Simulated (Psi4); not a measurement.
**Si₄ (charge −4): single-point calculation**

Si₄, charge −4, multiplicity 3, computed with B3LYP/6-31G*, UKS (Psi4 1.11).

The geometry is that of the parent species in another charge or spin state. The geometry comes from this level: GFN2-xTB.

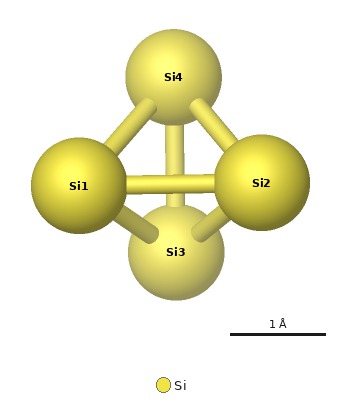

**Figure 1.** The structure as given in the input (ball-and-stick view, seen at a tilt; atoms are numbered from 1 in the order of the input).

Input (job.in):
```
memory 1600 MB

molecule system {
  -4 3
  Si     1.192070     0.002750     0.077130
  Si    -0.464400     0.319820     0.998540
  Si    -0.347870     0.727680    -0.815170
  Si    -0.379790    -1.050250    -0.260510
  symmetry c1
  no_reorient
  no_com
}

set basis 6-31G*
set reference uks
set puream true
set e_convergence 1e-09
set d_convergence 1e-08
set scf_type pk
set dft_radial_points 99
set dft_spherical_points 590
set maxiter 200

E, wfn = energy('b3lyp', return_wfn=True)
oeprop(wfn, 'LOWDIN_CHARGES', 'WIBERG_LOWDIN_INDICES', 'DIPOLE')
```

Launch command:
```bash
psi4 -i job.in -o job.out -n 1
```

Output:
```
Psi4 1.11 release

   => Loading Basis Set <=

    Name: 6-31G*
    Role: ORBITAL
    Keyword: BASIS

         ---------------------------------------------------------
                                   SCF
                              UKS Reference
                        1 Threads,   1525 MiB Core
         ---------------------------------------------------------

  ==> Geometry <==

    Molecular point group: c1
    Full point group: C1

    Geometry (in Angstrom), charge = -4, multiplicity = 3:

       Center              X                  Y                   Z               Mass
    ------------   -----------------  -----------------  -----------------  -----------------
         SI           1.192070000000     0.002750000000     0.077130000000    27.976926534650
         SI          -0.464400000000     0.319820000000     0.998540000000    27.976926534650
         SI          -0.347870000000     0.727680000000    -0.815170000000    27.976926534650
         SI          -0.379790000000    -1.050250000000    -0.260510000000    27.976926534650

  Running in c1 symmetry.

  Rotational constants: A =      0.17367  B =      0.16566  C =      0.16565 [cm^-1]
  Rotational constants: A =   5206.48717  B =   4966.30977  C =   4966.09436 [MHz]
  Nuclear repulsion =  328.955874723462045

  Charge       = -4
  Multiplicity = 3
  Electrons    = 60
  Nalpha       = 31
  Nbeta        = 29

  ==> Algorithm <==

  SCF Algorithm Type is PK.
  DIIS enabled.
  MOM disabled.
  Fractional occupation disabled.
  Guess Type is SAD.
  Energy threshold   = 1.00e-09
  Density threshold  = 1.00e-08
  Integral threshold = 1.00e-12

  ==> Primary Basis <==

  Basis Set: 6-31G*
    Blend: 6-31G*
    Number of shells: 32
    Number of basis functions: 72
    Number of Cartesian functions: 76
    Spherical Harmonics?: true
    Max angular momentum: 2

  ==> DFT Potential <==

   => LibXC <=

    Version 7.1.2

   => Composite Functional: B3LYP <=

    B3LYP Hyb-GGA Exchange-Correlation Functional

    Deriv               =              1
    GGA                 =           TRUE
    Meta                =          FALSE

    Exchange Hybrid     =           TRUE
    MP2 Hybrid          =          FALSE

   => Exchange Functionals <=

    0.0800   Slater exchange
    0.7200         Becke 88

   => Exact (HF) Exchange <=

    0.2000               HF

   => Correlation Functionals <=

    0.1900   Vosko, Wilk & Nusair (VWN5_RPA)
    0.8100   Lee, Yang & Parr

   => LibXC Density Thresholds  <==

    XC_HYB_GGA_XC_B3LYP:  1.00E-15

   => Molecular Quadrature <=

    Radial Scheme          =       TREUTLER
    Pruning Scheme         =           NONE
    Nuclear Scheme         =       TREUTLER

    Blocking Scheme        =         OCTREE
    BS radius alpha        =              1
    Pruning alpha          =              1
    Radial Points          =             99
    Spherical Points       =            590
    Total Points           =         215319
    Total Blocks           =           1707
    Max Points             =            256
    Max Functions          =             70
    Weights Tolerance      =       1.00E-15

  ==> Integral Setup <==

  Using in-core PK algorithm.
   Calculation information:
      Number of atoms:                   4
      Number of AO shells:              32
      Number of primitives:            108
      Number of atomic orbitals:        76
      Number of basis functions:        72

      Integral cutoff                 1.00e-12
      Number of threads:                 1

  Performing in-core PK
  Using 6909012 doubles for integral storage.
  We computed 136175 shell quartets total.
  Whereas there are 139656 unique shell quartets.

  ==> DiskJK: Disk-Based J/K Matrices <==

    J tasked:                  Yes
    K tasked:                  Yes
    wK tasked:                  No
    Memory [MiB]:              748
    Schwarz Cutoff:          1E-12

  Cached 100.0% of DFT collocation blocks in 0.387 [GiB].

  Minimum eigenvalue in the overlap matrix is 2.6424846449E-03.
  Reciprocal condition number of the overlap matrix is 4.1336161208E-04.
    Using symmetric orthogonalization.

  ==> Pre-Iterations <==

  SCF Guess: Superposition of Atomic Densities via on-the-fly atomic UHF (no occupation information).

   -------------------------
    Irrep   Nso     Nmo
   -------------------------
     A         72      72
   -------------------------
    Total      72      72
   -------------------------

  ==> Iterations <==

                        Total Energy        Delta E     RMS |[F,P]|

   @UKS iter SAD: -1159.39138894701591   -1.15939e+03   0.00000e+00
   @UKS iter   1: -1154.50071941463966    4.89067e+00   2.01581e-02 DIIS/ADIIS
   @UKS iter   2: -1147.66218336171573    6.83854e+00   3.47411e-02 DIIS/ADIIS
   @UKS iter   3: -1156.40818987223497   -8.74601e+00   4.38473e-03 DIIS/ADIIS
   @UKS iter   4: -1156.25973277348658    1.48457e-01   6.72384e-03 DIIS/ADIIS
   @UKS iter   5: -1156.49435822694181   -2.34625e-01   9.08005e-04 DIIS/ADIIS
   @UKS iter   6: -1156.49990056711590   -5.54234e-03   6.41633e-04 DIIS/ADIIS
   @UKS iter   7: -1156.50260532290758   -2.70476e-03   2.93234e-04 DIIS/ADIIS
   @UKS iter   8: -1156.50422222139173   -1.61690e-03   1.72842e-04 DIIS/ADIIS
   @UKS iter   9: -1156.50550627600319   -1.28405e-03   1.88268e-04 DIIS/ADIIS
   @UKS iter  10: -1156.50636424315144   -8.57967e-04   1.32485e-04 DIIS/ADIIS
   @UKS iter  11: -1156.50742511289832   -1.06087e-03   7.44294e-05 DIIS
   @UKS iter  12: -1156.50788081789165   -4.55705e-04   4.00865e-05 DIIS
   @UKS iter  13: -1156.50817885698916   -2.98039e-04   2.67393e-05 DIIS
   @UKS iter  14: -1156.50824640975679   -6.75528e-05   2.47778e-05 DIIS
   @UKS iter  15: -1156.50833856721533   -9.21575e-05   1.99178e-05 DIIS
   @UKS iter  16: -1156.50849847596464   -1.59909e-04   2.06881e-05 DIIS
   @UKS iter  17: -1156.50858832307404   -8.98471e-05   1.79120e-05 DIIS
   @UKS iter  18: -1156.50858907737916   -7.54305e-07   1.76079e-05 DIIS
   @UKS iter  19: -1156.50866621904947   -7.71417e-05   1.82094e-05 DIIS
   @UKS iter  20: -1156.50865312058136    1.30985e-05   1.95501e-05 DIIS
   @UKS iter  21: -1156.50856884239579    8.42782e-05   2.01393e-05 DIIS
   @UKS iter  22: -1156.50852699544680    4.18469e-05   3.26758e-05 DIIS
   @UKS iter  23: -1156.50850269329226    2.43022e-05   2.62408e-05 DIIS
   @UKS iter  24: -1156.50856810814116   -6.54148e-05   1.56902e-05 DIIS
   @UKS iter  25: -1156.50854339804550    2.47101e-05   1.02079e-05 DIIS
   @UKS iter  26: -1156.50854248881524    9.09230e-07   9.30433e-06 DIIS
   @UKS iter  27: -1156.50854613571141   -3.64690e-06   3.61510e-06 DIIS
   @UKS iter  28: -1156.50854957489196   -3.43918e-06   2.72555e-06 DIIS
   @UKS iter  29: -1156.50854928385365    2.91038e-07   1.70604e-06 DIIS
   @UKS iter  30: -1156.50854868651527    5.97338e-07   2.96438e-06 DIIS
   @UKS iter  31: -1156.50854899516776   -3.08652e-07   1.10416e-06 DIIS
   @UKS iter  32: -1156.50854916043886   -1.65271e-07   9.03207e-07 DIIS
   @UKS iter  33: -1156.50854911462125    4.58176e-08   9.29589e-07 DIIS
   @UKS iter  34: -1156.50854916662229   -5.20010e-08   5.92081e-07 DIIS
   @UKS iter  35: -1156.50854922199233   -5.53700e-08   3.35355e-07 DIIS
   @UKS iter  36: -1156.50854923891643   -1.69241e-08   1.17097e-07 DIIS
   @UKS iter  37: -1156.50854924190548   -2.98905e-09   8.12832e-08 DIIS
   @UKS iter  38: -1156.50854924257555   -6.70070e-10   6.45168e-08 DIIS
   @UKS iter  39: -1156.50854924276086   -1.85310e-10   2.26247e-08 DIIS
   @UKS iter  40: -1156.50854924278110   -2.02363e-11   1.22435e-08 DIIS
   @UKS iter  41: -1156.50854924278883   -7.73070e-12   1.07121e-08 DIIS
   @UKS iter  42: -1156.50854924278951   -6.82121e-13   8.09546e-09 DIIS
  Energy and wave function converged.

  ==> Post-Iterations <==

   Electrons on quadrature grid:
      Nalpha   =   30.9999998918 ; deviation = -1.082e-07
      Nbeta    =   28.9999998931 ; deviation = -1.069e-07
      Ntotal   =   59.9999997849 ; deviation = -2.151e-07

   @Spin Contamination Metric:   4.005534011E-03
   @S^2 Expected:                2.000000000E+00
   @S^2 Observed:                2.004005534E+00
   @S   Expected:                1.000000000E+00
   @S   Observed:                1.000000000E+00

    Orbital Energies [Eh]
    ---------------------

    Alpha Occupied:

       1A    -65.349385     2A    -65.349322     3A    -65.340588
       4A    -65.339627     5A     -4.531895     6A     -4.530112
       7A     -4.524241     8A     -4.522425     9A     -2.894695
      10A     -2.889073    11A     -2.888601    12A     -2.887734
      13A     -2.886594    14A     -2.882851    15A     -2.881681
      16A     -2.879983    17A     -2.879315    18A     -2.879134
      19A     -2.877260    20A     -2.875121    21A     -0.052618
      22A      0.269881    23A      0.275405    24A      0.291031
      25A      0.412971    26A      0.495835    27A      0.498454
      28A      0.504177    29A      0.504556    30A      0.517378
      31A      0.619657

    Alpha Virtual:

      32A      0.653210    33A      0.657317    34A      0.718204
      35A      0.720364    36A      0.722979    37A      0.726712
      38A      0.815122    39A      0.830640    40A      0.830978
      41A      0.834421    42A      0.848808    43A      0.924518
      44A      1.036961    45A      1.044825    46A      1.051100
      47A      1.058775    48A      1.062580    49A      1.063991
      50A      1.070059    51A      1.082602    52A      1.085009
      53A      1.181251    54A      1.182673    55A      1.190391
      56A      1.292476    57A      1.311967    58A      1.318163
      59A      1.504880    60A      1.506187    61A      1.526147
      62A      1.530797    63A      1.561345    64A      1.564088
      65A      1.633205    66A      1.636883    67A      1.980194
      68A      2.009792    69A      2.016217    70A      2.077332
      71A      2.079940    72A      2.101968

    Beta Occupied:

       1A    -65.348630     2A    -65.348567     3A    -65.338851
       4A    -65.338304     5A     -4.531015     6A     -4.529259
       7A     -4.522506     8A     -4.520093     9A     -2.894153
      10A     -2.887804    11A     -2.886421    12A     -2.885995
      13A     -2.884829    14A     -2.882443    15A     -2.880869
      16A     -2.877995    17A     -2.876518    18A     -2.876215
      19A     -2.874898    20A     -2.873888    21A     -0.043098
      22A      0.291888    23A      0.297548    24A      0.299383
      25A      0.424463    26A      0.503007    27A      0.511520
      28A      0.513575    29A      0.525833

    Beta Virtual:

      30A      0.571690    31A      0.660018    32A      0.662770
      33A      0.671330    34A      0.729292    35A      0.731691
      36A      0.734822    37A      0.738382    38A      0.828942
      39A      0.836498    40A      0.838733    41A      0.855664
      42A      0.859318    43A      0.931901    44A      1.049361
      45A      1.059850    46A      1.060856    47A      1.071825
      48A      1.073625    49A      1.075968    50A      1.078582
      51A      1.092618    52A      1.093080    53A      1.194354
      54A      1.195256    55A      1.197402    56A      1.302029
      57A      1.324104    58A      1.328851    59A      1.518902
      60A      1.519453    61A      1.536942    62A      1.540190
      63A      1.569817    64A      1.571580    65A      1.644200
      66A      1.645012    67A      1.987343    68A      2.019458
      69A      2.020203    70A      2.086336    71A      2.086665
      72A      2.109158

    Final Occupation by Irrep:
              A
    DOCC [    29 ]
    SOCC [     2 ]
    NA   [    31 ]
    NB   [    29 ]

  @UKS Final Energy: -1156.50854924278951

   => Energetics <=

    Nuclear Repulsion Energy =            328.9558747234620455
    One-Electron Energy =               -2301.6543770477064754
    Two-Electron Energy =                 884.7112331956485605
    DFT Exchange-Correlation Energy =     -68.5212801141937575
    Empirical Dispersion Energy =           0.0000000000000000
    VV10 Nonlocal Energy =                  0.0000000000000000
    Total Energy =                      -1156.5085492427897407

  UHF NO Occupations:
  HONO-2 :   29  A 1.9995531
  HONO-1 :   30  A 1.0000000
  HONO-0 :   31  A 1.0000000
  LUNO+0 :   32  A 0.0004469
  LUNO+1 :   33  A 0.0003975
  LUNO+2 :   34  A 0.0003609
  LUNO+3 :   35  A 0.0002450

Computation Completed

Properties will be evaluated at   0.000000,   0.000000,   0.000000 [a0]

Properties computed using the SCF density matrix

 Multipole Moments:

 ------------------------------------------------------------------------------------
     Multipole            Electronic (a.u.)      Nuclear  (a.u.)        Total (a.u.)
 ------------------------------------------------------------------------------------

 L = 1.  Multiply by 2.5417464519 to convert [e a0] to [Debye]
 Dipole X            :          0.3549757            0.0002646            0.3552402
 Dipole Y            :         -0.2760398            0.0000000           -0.2760398
 Dipole Z            :         -0.0388118           -0.0002646           -0.0390763
 Magnitude           :                                                    0.4515757

 ------------------------------------------------------------------------------------

	total time  =         42 seconds =       0.70 minutes

Properties will be evaluated at   0.000000,   0.000000,   0.000000 [a0]
OEProp: No title given, name of density matrix used for the following properties is 'SCF alpha density'

 Multipole Moments:

 ------------------------------------------------------------------------------------
     Multipole            Electronic (a.u.)      Nuclear  (a.u.)        Total (a.u.)
 ------------------------------------------------------------------------------------

 L = 1.  Multiply by 2.5417464519 to convert [e a0] to [Debye]
 Dipole X            :          0.3549757            0.0002646            0.3552402
 Dipole Y            :         -0.2760398            0.0000000           -0.2760398
 Dipole Z            :         -0.0388118           -0.0002646           -0.0390763
 Magnitude           :                                                    0.4515757

 ------------------------------------------------------------------------------------
  Lowdin Charges: (a.u.)
   Center  Symbol    Alpha    Beta     Spin     Total
       1    SI     7.80738  7.24086  0.56652 -1.04823
       2    SI     7.71698  7.25282  0.46416 -0.96980
       3    SI     7.71687  7.25288  0.46400 -0.96975
       4    SI     7.75877  7.25345  0.50532 -1.01221

  Total alpha = 31.00000, Total beta = 29.00000, Total charge = -4.00000

  Wiberg Bond Indices using Orthogonal Lowdin Orbitals:

  Total Bond Index:
  Irrep: 1 Size: 4 x 4

                 1                   2                   3                   4

    1     0.00000000000000     1.29862646560507     1.29957533490631     1.44127790568874
    2     1.29862646560507     0.00000000000000     1.59694029835912     1.37499904167345
    3     1.29957533490631     1.59694029835912     0.00000000000000     1.37420196371774
    4     1.44127790568874     1.37499904167345     1.37420196371774     0.00000000000000

  Alpha Contribution:
  Irrep: 1 Size: 4 x 4

                 1                   2                   3                   4

    1     0.00000000000000     0.75561822953253     0.75613254987620     0.63870236361910
    2     0.75561822953253     0.00000000000000     0.77542996117033     0.80068616138094
    3     0.75613254987620     0.77542996117033     0.00000000000000     0.80026210770892
    4     0.63870236361910     0.80068616138094     0.80026210770892     0.00000000000000

  Beta Contribution:
  Irrep: 1 Size: 4 x 4

                 1                   2                   3                   4

    1     0.00000000000000     0.54300823607254     0.54344278503011     0.80257554206964
    2     0.54300823607254     0.00000000000000     0.82151033718879     0.57431288029251
    3     0.54344278503011     0.82151033718879     0.00000000000000     0.57393985600882
    4     0.80257554206964     0.57431288029251     0.57393985600882     0.00000000000000

  Atomic Valences:

 #  #
 Irrep: 1
      1:    4.039479706200115
      2:    4.270565805637643
      3:    4.270717596983174
      4:    4.190478911079928

    Psi4 run time: 0:00:42.36
```

Results in brief:

```json
{"quantity": "outcome", "value": "converged"}
{"quantity": "total energy", "value": "−1156.508549 hartree"}
{"quantity": "basis functions", "value": "72"}
{"quantity": "⟨S²⟩", "value": "2.004"}
{"quantity": "hardware", "value": "1 thread of AMD EPYC (Zen 3), 192 GiB of memory available, shared host"}
{"quantity": "wall time", "value": "44 s"}
{"quantity": "peak memory", "value": "0.65 GiB"}
```

Remarks:

The record of the run, not the program, notes: unbound anion.
